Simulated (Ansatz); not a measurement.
# SiGeO (triplet): the correlation ladder, cc-pVDZ

How much of the correlation energy of SiGeO (triplet) does each wave-function method recover here?

Program: Ansatz 0.2.0, Gaussian basis. Level of theory: cc-pVDZ, core rule «outside noble gas», up to 20 orbitals frozen. These are calculated values, not measurements.

The runs, in order: UHF; CCSD(T) on ROHF; CCSD(T) on UHF; BCCD(T) on ROHF; CISD; CCSDT(Q) on ROHF; CCSDT(Q) on UHF; CASSCF and MRCISD+Q, 12 electrons in 11 orbitals; CASSCF and NEVPT2, 12 electrons in 11 orbitals.

20 further runs of the same task are left out: 13 that didn't finish, 7 set aside as unsound or not needed.

### Step 1. The geometry

The geometry is a PBE0/def2-TZVP stationary point (not a proven minimum) of the parent state, kept for this charge and spin. No spin-orbit coupling is included. The filled d shell of Ge may be among the frozen orbitals whatever the setting's name suggests; the logs give the count.

3 atoms, charge 0, spin multiplicity 3.

Atoms are counted from 1 here; the program's logs count them from 0.

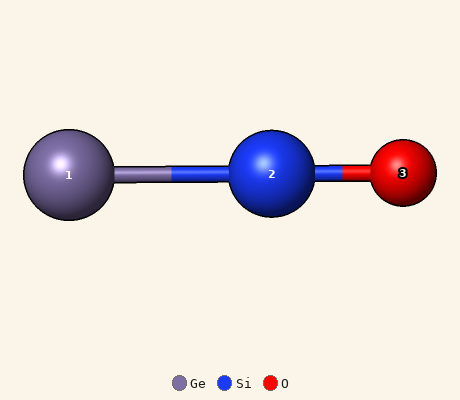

The structure; germanium purple, silicon blue, oxygen red; atoms are numbered from 1 in the order of the file.

In the tables R marks a restricted open-shell determinant and U an unrestricted one; 'valence' is the active space of 12 electrons in 11 orbitals; energies count from the table's Hartree-Fock row.

### Step 2. UHF

in.yaml

```yaml
crystal:
  periodic: [false, false, false]
  atoms:
    - {symbol: Ge, position_ang: [0.000000, 0.000000, 2.066200]}
    - {symbol: Si, position_ang: [0.000000, 0.000000, -0.274500]}
    - {symbol: O, position_ang: [0.000000, 0.000000, -1.791700]}
basis:
  gaussian: {orbitals: cc-pVDZ}
magnetization: {spin_polarized: true, initial_magnetization: 2}
hamiltonian: {xc: hf}
output: {orbitals: {seedname: orbitals}}
```

Started as:

```bash
$ ansatz run in.yaml --threads 1 --pin off --events-out ev --progress --plain --max-ram 2393MiB
```

The program printed:

```text
Functional definition: HF
  name "HF"
  cite "Fock, Z. Phys. 61, 126 (1930) doi:10.1007/BF01340294"
  parent pbe
  exchange = exact_x
  correlation = 0
643 factors; integrals over basis functions are off by at most 6.4e-4 eV
mean field evaluation 1: about -66365.7128 eV, gradient 3.2e1 eV
mean field evaluation 2: about -66365.7190 eV, gradient 3.2e1 eV
mean field evaluation 4: about -66370.9640 eV, gradient 3.0e0 eV
mean field evaluation 8: about -66371.0995 eV, gradient 2.2e-1 eV
mean field evaluation 16: about -66368.0512 eV, gradient 5.1e0 eV
mean field evaluation 32: about -66367.1963 eV, gradient 3.2e0 eV
mean field -66371.10156437 eV, -2439.0929945422 hartree, gradient 2.3e-5 eV, S^2 2.026522; 0 other end points of the search recorded, 0 dependent functions left out
reference -66371.10156437 eV, -2439.0929945422 hartree; 28, 26 occupied and 31, 33 virtual orbitals, 643 factors
Total energy: -66371.10156437 eV, -2439.0929945422 hartree
```

Run time: 2.6 s. Hardware: 1 thread of Arm Neoverse V1, shared host.

From the report: ⟨S²⟩ of the determinant 2.027 (pure triplet: 2.00).

### Step 3. CCSD(T) on ROHF

Changes to in.yaml since step 2:

```diff
@@ -8,4 +8,3 @@
   gaussian: {orbitals: cc-pVDZ}
-magnetization: {spin_polarized: true, initial_magnetization: 2}
-hamiltonian: {xc: hf}
-output: {orbitals: {seedname: orbitals}}
+magnetization: {spin_polarized: false, initial_magnetization: 2}
+correlation: {method: ccsd_t, electrons: outside_noble_gas}
```

Launched as before.

The program printed, cut to the lines that bear on the results:

```text
Functional definition: HF
  name "HF"
  cite "Fock, Z. Phys. 61, 126 (1930) doi:10.1007/BF01340294"
  parent pbe
[...]
643 factors; integrals over basis functions are off by at most 6.4e-4 eV
[...]
mean field -66370.98583815 eV, -2439.0887416822 hartree, gradient 3.8e-6 eV, S^2 2.000000; 2 other end points of the search recorded, 0 dependent functions left out
[...]
determinant -66370.98583815 eV, -2439.0887416822 hartree, with singles and doubles -66380.49229156 eV, -2439.4380974011 hartree
determinant -66367.80890264 eV, -2438.9719914555 hartree, with singles and doubles -66377.59800924 eV, -2439.3317344875 hartree
determinant -66367.49354043 eV, -2438.9604021080 hartree, with singles and doubles -66376.96905565 eV, -2439.3086208697 hartree
20 core orbitals not correlated: weight in the atoms' cores, before any rotation towards them, 1.000 or more for the frozen orbitals, at most 0.000 for the correlated occupied ones
reference -66370.98583815 eV, -2439.0887416822 hartree; 8, 6 occupied and 31, 33 virtual orbitals, 643 factors
second order -9.05788073 eV of doubles, -0.05399365 eV of singles
cycle   1  -9.50701312 eV  change   -5.6e-4 eV  update   2.5e-3
[...]
cycle   8  -9.50790417 eV  change    1.0e-5 eV  update   7.4e-6
perturbative correction -0.44062124 eV, -0.0161925321 hartree
Total energy: -66380.93436357 eV, -2439.4543432479 hartree
```

It took 7 s on 1 thread of Arm Neoverse V1, shared host.

From the report: correlation -9.9485 eV; T1 0.032; largest double amplitude 0.06.

### Step 4. CCSD(T) on UHF

Changes to in.yaml since step 3:

```diff
@@ -8,3 +8,3 @@
   gaussian: {orbitals: cc-pVDZ}
-magnetization: {spin_polarized: false, initial_magnetization: 2}
+magnetization: {spin_polarized: true, initial_magnetization: 2}
 correlation: {method: ccsd_t, electrons: outside_noble_gas}
```

Launched as before.

The program printed, cut to the lines that bear on the results:

```text
Functional definition: HF
  name "HF"
  cite "Fock, Z. Phys. 61, 126 (1930) doi:10.1007/BF01340294"
  parent pbe
[...]
643 factors; integrals over basis functions are off by at most 6.4e-4 eV
[...]
mean field -66371.10156437 eV, -2439.0929945422 hartree, gradient 3.0e-6 eV, S^2 2.026522; 4 other end points of the search recorded, 0 dependent functions left out
determinant -66371.10156437 eV, -2439.0929945422 hartree, with singles and doubles -66380.50114921 eV, -2439.4384229138 hartree
determinant -66368.13509049 eV, -2438.9839786379 hartree, with singles and doubles -66377.55356143 eV, -2439.3301010608 hartree
determinant -66367.89435843 eV, -2438.9751318979 hartree, with singles and doubles -66377.31059997 eV, -2439.3211723919 hartree
20 core orbitals not correlated: weight in the atoms' cores, before any rotation towards them, 1.000 or more for the frozen orbitals, at most 0.000 for the correlated occupied ones
reference -66371.10156437 eV, -2439.0929945422 hartree; 8, 6 occupied and 31, 33 virtual orbitals, 643 factors
second order -8.96751144 eV of doubles, -0.00000000 eV of singles
cycle   1  -9.40021467 eV  change   -6.3e-4 eV  update   1.9e-3
[...]
cycle   8  -9.40065604 eV  change    1.0e-5 eV  update   6.5e-6
perturbative correction -0.43495815 eV, -0.0159844171 hartree
Total energy: -66380.93717856 eV, -2439.4544466967 hartree
```

Run time: 9.5 s. Hardware: 1 thread of Arm Neoverse V1, shared host.

From the report: ⟨S²⟩ of the determinant 2.027 (pure triplet: 2.00); correlation -9.8356 eV; T1 0.031; largest double amplitude 0.06.

### Step 5. BCCD(T) on ROHF

Changes to in.yaml since step 4:

```diff
@@ -8,3 +8,3 @@
   gaussian: {orbitals: cc-pVDZ}
-magnetization: {spin_polarized: true, initial_magnetization: 2}
-correlation: {method: ccsd_t, electrons: outside_noble_gas}
+magnetization: {spin_polarized: false, initial_magnetization: 2}
+correlation: {method: bccd_t, electrons: outside_noble_gas}
```

Same command.

The program printed, cut to the lines that bear on the results:

```text
Functional definition: HF
  name "HF"
  cite "Fock, Z. Phys. 61, 126 (1930) doi:10.1007/BF01340294"
  parent pbe
[...]
643 factors; integrals over basis functions are off by at most 6.4e-4 eV
[...]
mean field -66370.98583815 eV, -2439.0887416822 hartree, gradient 3.8e-6 eV, S^2 2.000000; 2 other end points of the search recorded, 0 dependent functions left out
[...]
determinant -66370.98583815 eV, -2439.0887416822 hartree, with singles and doubles -66380.49229156 eV, -2439.4380974011 hartree
determinant -66367.80890264 eV, -2438.9719914555 hartree, with singles and doubles -66377.59800924 eV, -2439.3317344875 hartree
determinant -66367.49354043 eV, -2438.9604021080 hartree, with singles and doubles -66376.96905565 eV, -2439.3086208697 hartree
20 core orbitals not correlated: weight in the atoms' cores, before any rotation towards them, 1.000 or more for the frozen orbitals, at most 0.000 for the correlated occupied ones
reference -66370.98583815 eV, -2439.0887416822 hartree; 8, 6 occupied and 31, 33 virtual orbitals, 643 factors
second order -9.05788073 eV of doubles, -0.05399365 eV of singles
cycle   1  -9.41766734 eV  change    8.9e-2 eV  update   3.4e-2
[...]
cycle  10  -9.44535786 eV  change   -4.9e-6 eV  update   1.6e-5
perturbative correction -0.51164106 eV, -0.0188024621 hartree
Total energy: -66380.94283707 eV, -2439.4546546433 hartree
```

Wall time 7 s (1 thread of Arm Neoverse V1, shared host).

From the report: correlation -9.9570 eV; largest double amplitude 0.06.

### Step 6. CISD

Changes to in.yaml since step 5:

```diff
@@ -9,2 +9,2 @@
 magnetization: {spin_polarized: false, initial_magnetization: 2}
-correlation: {method: bccd_t, electrons: outside_noble_gas}
+correlation: {active_space: {ras: {orbitals: [6, 2, 31], electrons: 14, max_holes: 2, max_particles: 2}, fixed_orbitals: true}}
```

Same command.

The program printed:

```text
Functional definition: HF
  name "HF"
  cite "Fock, Z. Phys. 61, 126 (1930) doi:10.1007/BF01340294"
  parent pbe
  exchange = exact_x
  correlation = 0
643 factors; integrals over basis functions are off by at most 6.4e-4 eV
mean field evaluation 1: about -66365.5352 eV, gradient 4.5e1 eV
mean field evaluation 2: about -66365.5412 eV, gradient 4.5e1 eV
mean field evaluation 4: about -66370.4749 eV, gradient 1.0e1 eV
mean field evaluation 8: about -66370.9806 eV, gradient 5.6e-1 eV
mean field evaluation 16: about -66367.5681 eV, gradient 5.4e-1 eV
mean field evaluation 32: about -66370.9856 eV, gradient 9.2e-2 eV
mean field -66370.98583815 eV, -2439.0887416822 hartree, gradient 3.8e-6 eV, S^2 2.000000; 0 other end points of the search recorded, 0 dependent functions left out
reference -66370.98583815 eV, -2439.0887416822 hartree; 28, 26 occupied and 31, 33 virtual orbitals, 643 factors
state -66379.46420833 eV, -2439.4003160393 hartree
Total energy: -66379.46420833 eV, -2439.4003160393 hartree
```

Wall time 13 s (1 thread of Arm Neoverse V1, shared host).

From the report: 76,354 determinants.

### Step 7. CCSDT(Q) on ROHF

Changes to in.yaml since step 6:

```diff
@@ -9,2 +9,2 @@
 magnetization: {spin_polarized: false, initial_magnetization: 2}
-correlation: {active_space: {ras: {orbitals: [6, 2, 31], electrons: 14, max_holes: 2, max_particles: 2}, fixed_orbitals: true}}
+correlation: {method: ccsdt_q, electrons: outside_noble_gas}
```

Same command.

The program printed, cut to the lines that bear on the results:

```text
Functional definition: HF
  name "HF"
  cite "Fock, Z. Phys. 61, 126 (1930) doi:10.1007/BF01340294"
  parent pbe
[...]
1090 factors; integrals over basis functions are off by at most 1.8e-7 eV
[...]
mean field -66370.98597348 eV, -2439.0887466554 hartree, gradient 2.9e-6 eV, S^2 2.000000; 3 other end points of the search recorded, 0 dependent functions left out
[...]
determinant -66370.98597348 eV, -2439.0887466554 hartree, with singles and doubles -66380.49242748 eV, -2439.4381023961 hartree
determinant -66367.80902809 eV, -2438.9719960657 hartree, with singles and doubles -66377.59814559 eV, -2439.3317394984 hartree
determinant -66367.56017065 eV, -2438.9628507232 hartree, with singles and doubles -66377.33530089 eV, -2439.3220801340 hartree
determinant -66367.49368652 eV, -2438.9604074767 hartree, with singles and doubles -66376.96920509 eV, -2439.3086263614 hartree
20 core orbitals not correlated: weight in the atoms' cores, before any rotation towards them, 1.000 or more for the frozen orbitals, at most 0.000 for the correlated occupied ones
reference -66370.98597348 eV, -2439.0887466554 hartree; 8, 6 occupied and 31, 33 virtual orbitals, 1090 factors
second order -9.05788612 eV of doubles, -0.05399323 eV of singles
cycle   1  -8.94554429 eV  change    1.7e-1 eV  update   1.7e-1
[...]
cycle  21  -9.98849507 eV  change   -7.7e-9 eV  update   1.0e-6
perturbative correction -0.04059400 eV, -0.0014918021 hartree
Total energy: -66381.01506255 eV, -2439.4573088806 hartree
```

It took 57 s on 1 thread of Arm Neoverse V1, shared host; peak memory 0.66 GiB.

From the report: correlation -10.0291 eV; T1 0.033; largest double amplitude 0.07.

### Step 8. CCSDT(Q) on UHF

Changes to in.yaml since step 7:

```diff
@@ -8,3 +8,3 @@
   gaussian: {orbitals: cc-pVDZ}
-magnetization: {spin_polarized: false, initial_magnetization: 2}
+magnetization: {spin_polarized: true, initial_magnetization: 2}
 correlation: {method: ccsdt_q, electrons: outside_noble_gas}
```

The command is unchanged.

The program printed, cut to the lines that bear on the results:

```text
Functional definition: HF
  name "HF"
  cite "Fock, Z. Phys. 61, 126 (1930) doi:10.1007/BF01340294"
  parent pbe
[...]
1090 factors; integrals over basis functions are off by at most 1.8e-7 eV
[...]
mean field -66371.10169908 eV, -2439.0929994928 hartree, gradient 9.6e-6 eV, S^2 2.026522; 3 other end points of the search recorded, 0 dependent functions left out
determinant -66371.10169908 eV, -2439.0929994928 hartree, with singles and doubles -66380.50128521 eV, -2439.4384279117 hartree
determinant -66368.13522182 eV, -2438.9839834639 hartree, with singles and doubles -66377.55369956 eV, -2439.3301061369 hartree
20 core orbitals not correlated: weight in the atoms' cores, before any rotation towards them, 1.000 or more for the frozen orbitals, at most 0.000 for the correlated occupied ones
reference -66371.10169908 eV, -2439.0929994928 hartree; 8, 6 occupied and 31, 33 virtual orbitals, 1090 factors
second order -8.96751706 eV of doubles, -0.00000000 eV of singles
cycle   1  -8.82270322 eV  change    1.4e-1 eV  update   1.7e-1
[...]
cycle  20  -9.87774904 eV  change   -1.5e-7 eV  update   1.4e-6
perturbative correction -0.06101028 eV, -0.0022420863 hartree
Total energy: -66381.04045840 eV, -2439.4582421608 hartree
```

It took 52 s on 1 thread of Arm Neoverse V1, shared host; peak memory 0.51 GiB.

From the report: ⟨S²⟩ of the determinant 2.027 (pure triplet: 2.00); correlation -9.9388 eV; T1 0.032; largest double amplitude 0.07.

### Step 9. CASSCF and MRCISD+Q, 12 electrons in 11 orbitals

in.yaml

```yaml
crystal:
  periodic: [false, false, false]
  atoms:
    - {symbol: Ge, position_ang: [0.000000, 0.000000, 2.066200]}
    - {symbol: Si, position_ang: [0.000000, 0.000000, -0.274500]}
    - {symbol: O, position_ang: [0.000000, 0.000000, -1.791700]}
basis:
  gaussian: {orbitals: cc-pVDZ}
magnetization: {spin_polarized: false, initial_magnetization: 2}
correlation: {method: fic_mrcisd_q, electrons: outside_noble_gas, active_space: {window: {electrons: 12, orbitals: 11}, shells: [{species: Ge, l: s, shell: 4}, {species: Ge, l: p, shell: 4}, {species: O, l: p, shell: 2}, {species: Si, l: s, shell: 3}, {species: Si, l: p, shell: 3}]}}
```

Same command.

The program printed, cut to the lines that bear on the results:

```text
Functional definition: HF
  name "HF"
  cite "Fock, Z. Phys. 61, 126 (1930) doi:10.1007/BF01340294"
  parent pbe
[...]
1090 factors; integrals over basis functions are off by at most 1.8e-7 eV
[...]
mean field -66370.98597348 eV, -2439.0887466554 hartree, gradient 2.9e-6 eV, S^2 2.000000; 0 other end points of the search recorded, 0 dependent functions left out
reference -66370.98597348 eV, -2439.0887466554 hartree; 28, 26 occupied and 31, 33 virtual orbitals, 1090 factors
state -66374.74451033 eV, -2439.2268703367 hartree
contracted CI cycle   1: correlation 0.00000000 eV, 0.0000000000 hartree, residual 2.28e1 eV
contracted CI cycle   2: correlation -5.37019545 eV, -0.1973510429 hartree, residual 4.07e0 eV
contracted CI cycle   3: correlation -5.58378232 eV, -0.2052002153 hartree, residual 1.10e0 eV
contracted CI cycle   4: correlation -5.59919666 eV, -0.2057666820 hartree, residual 3.38e-1 eV
contracted CI cycle   5: correlation -5.60065696 eV, -0.2058203470 hartree, residual 1.01e-1 eV
contracted CI cycle   6: correlation -5.60078474 eV, -0.2058250430 hartree, residual 3.10e-2 eV
contracted CI cycle   7: correlation -5.60079701 eV, -0.2058254937 hartree, residual 1.06e-2 eV
contracted CI cycle   8: correlation -5.60079844 eV, -0.2058255463 hartree, residual 3.58e-3 eV
contracted CI cycle   9: correlation -5.60079860 eV, -0.2058255524 hartree, residual 1.27e-3 eV
state -66374.74451033 eV, -2439.2268703367 hartree; corrected -66380.85424927 eV, -2439.4513991016 hartree
Total energy: -66380.85424927 eV, -2439.4513991016 hartree
Checks for a lower state left out: starts, orbital_swaps
```

Run time: 29 s. Hardware: 1 thread of Arm Neoverse V1, shared host; peak memory 0.96 GiB.

From the report: 53,288 determinants; active occupations 1.99, 1.97, 1.96, 1.95, 1.95, 1.00, 1.00, 0.05, 0.05, 0.05, 0.02.

### Step 10. CASSCF and NEVPT2, 12 electrons in 11 orbitals

in.yaml

```yaml
crystal:
  periodic: [false, false, false]
  atoms:
    - {symbol: Ge, position_ang: [0.000000, 0.000000, 2.066200]}
    - {symbol: Si, position_ang: [0.000000, 0.000000, -0.274500]}
    - {symbol: O, position_ang: [0.000000, 0.000000, -1.791700]}
basis:
  gaussian: {orbitals: cc-pVDZ}
magnetization: {spin_polarized: false, initial_magnetization: 2}
correlation: {method: sc_nevpt2, electrons: outside_noble_gas, active_space: {window: {electrons: 12, orbitals: 11}, shells: [{species: Ge, l: s, shell: 4}, {species: Ge, l: p, shell: 4}, {species: O, l: p, shell: 2}, {species: Si, l: s, shell: 3}, {species: Si, l: p, shell: 3}]}}
```

The command is unchanged.

The program printed:

```text
Functional definition: HF
  name "HF"
  cite "Fock, Z. Phys. 61, 126 (1930) doi:10.1007/BF01340294"
  parent pbe
  exchange = exact_x
  correlation = 0
1090 factors; integrals over basis functions are off by at most 1.8e-7 eV
mean field evaluation 1: about -66365.5350 eV, gradient 4.5e1 eV
mean field evaluation 2: about -66365.5414 eV, gradient 4.5e1 eV
mean field evaluation 4: about -66370.4756 eV, gradient 1.0e1 eV
mean field evaluation 8: about -66370.9807 eV, gradient 5.6e-1 eV
mean field evaluation 16: about -66367.5683 eV, gradient 5.4e-1 eV
mean field evaluation 32: about -66370.9858 eV, gradient 9.1e-2 eV
mean field -66370.98597348 eV, -2439.0887466554 hartree, gradient 2.9e-6 eV, S^2 2.000000; 0 other end points of the search recorded, 0 dependent functions left out
reference -66370.98597348 eV, -2439.0887466554 hartree; 28, 26 occupied and 31, 33 virtual orbitals, 1090 factors
state -66374.74451033 eV, -2439.2268703367 hartree
state -66374.74451033 eV, -2439.2268703367 hartree; corrected -66379.57013788 eV, -2439.4042088785 hartree
Total energy: -66379.57013788 eV, -2439.4042088785 hartree
Checks for a lower state left out: starts, orbital_swaps
```

Wall time 21 s (1 thread of Arm Neoverse V1, shared host).

From the report: 53,288 determinants; active occupations 1.99, 1.97, 1.96, 1.95, 1.95, 1.00, 1.00, 0.05, 0.05, 0.05, 0.02.

### Step 11. Natural occupations

Natural occupations of the CASSCF valence state about the gap (report; correlated orbitals 3 to 11): 1.962, 1.953, 1.953, 1.002, 1.002, 0.049, 0.047, 0.047, 0.020. The count of effectively unpaired electrons, Σ n²(2 − n)², is 2.05; a single determinant of this spin has 2.

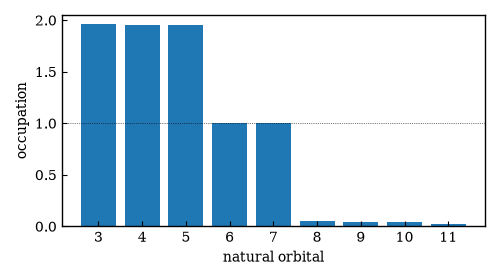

Natural occupations of the CASSCF valence state.

### Step 12. Misses and costs

No level here is safe as a reference; RCCSDT(Q) serves as a yardstick only. Rows without a time come out of other runs: HF, MP2 and CCSD of CCSD(T), CCSDT of CCSDT(Q), CASSCF and MRCISD of the multireference runs.

Differences are taken before rounding.

```
          method  energy from the lowest RHF (kJ/mol)  from RCCSDT(Q) (kJ/mol)   time
             RHF                                  0.0                   +967.7       
             UHF                                -11.2                   +956.5       
            RMP2                               -879.2                    +88.5       
            UMP2                               -876.4                    +91.3       
            CISD                               -818.0                   +149.6   13 s
           RCCSD                               -917.4                    +50.3       
           UCCSD                               -918.2                    +49.5       
        RCCSD(T)                               -959.9                     +7.8    7 s
        UCCSD(T)                               -960.2                     +7.5  9.5 s
         BCCD(T)                               -960.7                     +7.0    7 s
          RCCSDT                               -963.8                     +3.9       
          UCCSDT                               -964.2                     +3.4       
       RCCSDT(Q)                               -967.7                        0   57 s
       UCCSDT(Q)                               -970.1                     -2.5   52 s
  CASSCF valence                               -362.7                   +605.0       
  NEVPT2 valence                               -828.3                   +139.4   21 s
  MRCISD valence                               -903.1                    +64.6       
MRCISD+Q valence                               -952.2                    +15.5   29 s
```

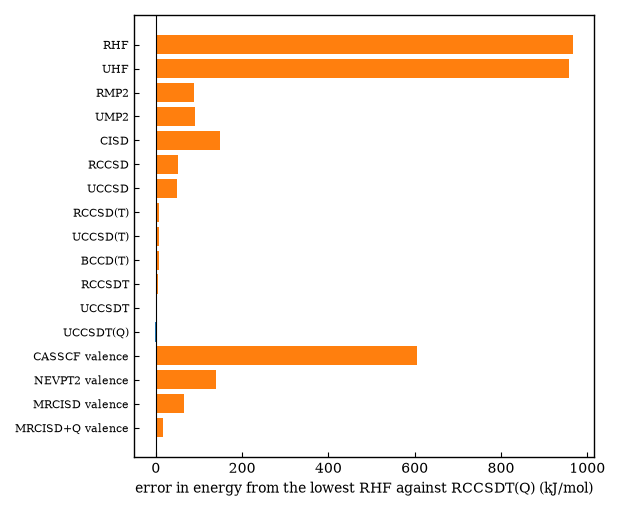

Deviations from RCCSDT(Q), method by method.

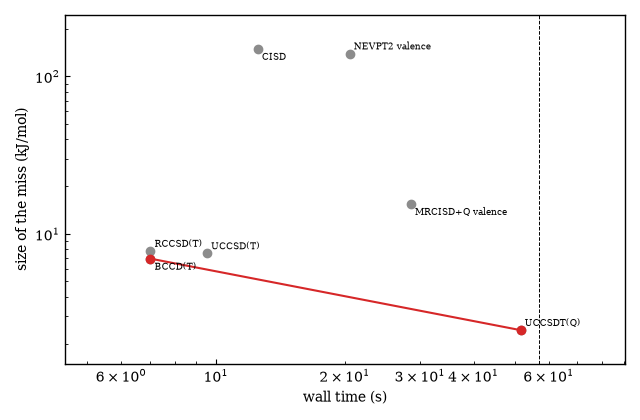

Miss against cost. Red marks the levels that no quicker level drawn beats (of those quicker than the yardstick), and the dashed line is the time of RCCSDT(Q). Times are from a shared host.

### Step 13. Outcome

```
                       quantity          value
 RCCSDT(Q) below the RHF energy    -10.0292 eV
            RMP2 from RCCSDT(Q)   +88.5 kJ/mol
            UMP2 from RCCSDT(Q)   +91.3 kJ/mol
           RCCSD from RCCSDT(Q)   +50.3 kJ/mol
        RCCSD(T) from RCCSDT(Q)    +7.8 kJ/mol
        UCCSD(T) from RCCSDT(Q)    +7.5 kJ/mol
       UCCSDT(Q) from RCCSDT(Q)    -2.5 kJ/mol
  NEVPT2 valence from RCCSDT(Q)  +139.4 kJ/mol
MRCISD+Q valence from RCCSDT(Q)   +15.5 kJ/mol
                  T1 diagnostic          0.032
 effectively unpaired electrons           2.05
```

In words: RCCSD(T) misses by +7.8 kJ/mol, 0.8 % of the correlation energy. One determinant dominates.
